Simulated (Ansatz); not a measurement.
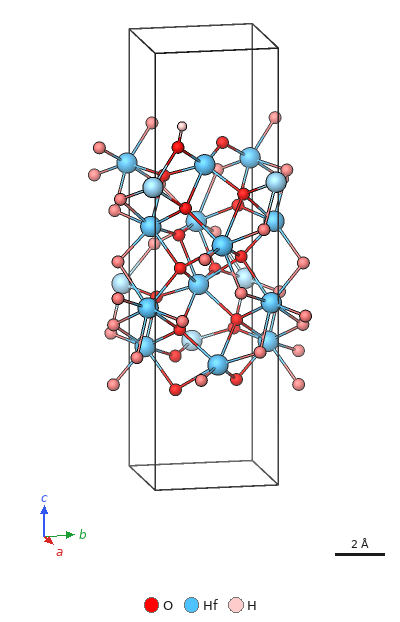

The input geometry (ball-and-stick view of the cell of the calculation, with the vacuum cut short, seen slightly off an axis; neighbours outside the cell are drawn fainter). An atom can appear more than once, as a periodic image.

Hf8HO17: single-point calculation (part 1 of 4)

System: Hf8HO17 (slab, 26 atoms in the cell).
Method: DFT PBE+D3(BJ), scalar-relativistic, plane waves, PAW, spin-polarised (Ansatz 0.2.0).

The structure derives from an entry of the Crystallography Open Database. It belongs to a series of runs on one base structure; here: the whole at its places in the relaxed adsorbed structure.

Input:
```yaml
crystal:
  lattice:
    - [5.126095951, 0.0, 0.0]
    - [0.0, 5.2021810339, 0.0]
    - [0.0, 0.0, 28.6272087125]
  atoms:
    - { symbol: O, position: [0.6347922139, 0.2419181659, 0.2794544197], spin: 0.87 }
    - { symbol: O, position: [0.5361300045, 0.7580818341, 0.2870708692], spin: 0.47 }
    - { symbol: O, position: [0.1832406025, 0.3358219387, 0.3121677717], spin: 0.24 }
    - { symbol: Hf, position: [0.8445046138, 0.5424419743, 0.321321772] }
    - { symbol: Hf, position: [0.4118787139, 0.0424419743, 0.336599635] }
    - { symbol: O, position: [0.0731427251, 0.8358219387, 0.3457536351] }
    - { symbol: O, position: [0.7202533231, 0.2580818341, 0.3708505378] }
    - { symbol: O, position: [0.6215911137, 0.7419181659, 0.3784669871] }
    - { symbol: O, position: [0.2687017117, 0.1641780613, 0.4035638898] }
    - { symbol: Hf, position: [0.929965723, 0.9575580257, 0.4127178899] }
    - { symbol: Hf, position: [0.4973398231, 0.4575580257, 0.4279957529] }
    - { symbol: O, position: [0.1586038343, 0.6641780613, 0.4371497532] }
    - { symbol: O, position: [0.8038333275, 0.2447759509, 0.4645386328] }
    - { symbol: O, position: [0.7060313406, 0.760149686, 0.4741814082] }
    - { symbol: O, position: [0.3477218479, 0.3301762486, 0.4961709548] }
    - { symbol: Hf, position: [0.0184220927, 0.5409887954, 0.502952774] }
    - { symbol: Hf, position: [0.5866777773, 0.0516581082, 0.5196224929] }
    - { symbol: O, position: [0.2445424058, 0.8311139976, 0.5325235915] }
    - { symbol: O, position: [0.8774093013, 0.2723685887, 0.5550661569] }
    - { symbol: O, position: [0.7830490593, 0.7636352578, 0.5690008942] }
    - { symbol: O, position: [0.4144146431, 0.1926988186, 0.5877683692] }
    - { symbol: Hf, position: [0.1116351058, 0.9585379126, 0.5967473798] }
    - { symbol: Hf, position: [0.6343289679, 0.4799207495, 0.6090691148] }
    - { symbol: O, position: [0.3229640365, 0.689640217, 0.628934627] }
    - { symbol: O, position: [0.8867518272, 0.2087930888, 0.6458319282] }
    - { symbol: H, position: [0.9338653157, 0.232421189, 0.6783201655] }
basis:
  ecutwfc: 420
kpoints:
  mp_grid: { grid: [3, 3, 1] }
hamiltonian:
  xc: pbe
  dispersion: d3bj
scf:
  occupations: { method: gaussian, width: 0.05 }
output:
  forces: true
  eigenvalues: true
  populations: true
  write_density: true
  volumetric_format: npy
magnetization:
  spin_polarized: true
efield:
  axis: 3
  dipole_correction: true
  ramp_width: 0.04
```

Run as:
```bash
ansatz run input.yaml --threads 8 --pin off --max-ram 20480MiB --backend cpu --events-out ev --progress --plain --runs-dir out
```

Log:
```
Engine: ansatz 0.2.0, x86_64-unknown-linux-gnu
Pseudopotentials: kind: paw
Pseudopotential: O, paw, valence charge 6, recommended cutoff 420 eV (normal), O.paw.azcp
Pseudopotential: Hf, paw, valence charge 26, recommended cutoff 420 eV (normal), Hf.paw.azcp
Pseudopotential: H, paw, valence charge 1, recommended cutoff 420 eV (normal), H.paw.azcp
Functional definition: PBE
  parameter kappa = 0.804
  parameter beta = 0.06672455060314922
  exchange = pbe_x(kappa = kappa, mu = beta*pi^2/3)
  correlation = pbe_c(beta = beta)
Crystal: 26 atoms, lattice volume = 763.398 Å³
Basis set: ecut = 420 eV, 14995 PW (Γ), exchange–correlation on 72×72×384 points (8 copies of the dense FFT grid, shifted against one another)
Bands: 188, of which v1, the nominal top of the filled ones, is band 156 counted from 1 (155 counted from 0)
Symmetry: 1 space group operations
k-points: 5 of 9 (time reversal used)
Non-local potential: O, projectors of the file, l = 0: 2, l = 1: 2, l = 2: 1
Non-local potential: Hf, projectors of the file, l = 0: 3, l = 1: 2, l = 2: 2, l = 3: 3
Non-local potential: H, projectors of the file, l = 0: 2, l = 1: 1
PAW form: soft (Blöchl's): semilocal exchange-correlation on the pseudo side does not see the compensation charge
PAW one-centre angular grid: O, 110 points (default); XC on 64 Gauss nodes
PAW one-centre angular grid: Hf, 590 points (default); XC on 64 Gauss nodes
PAW one-centre angular grid: H, 110 points (default); XC on 64 Gauss nodes
Initial density: superposition of atomic densities (neutral atoms: chi_scale 0, normalization atom)
Starting moments: Σ|m| = 1.58 μB on 3 of 26 sites
Initial wavefunctions: pseudopotential atomic-orbital guess
Functional: x = pbe(κ = 0.804, μ = 0.2195149727645171), c = pbe(β = 0.06672455060314922)
```
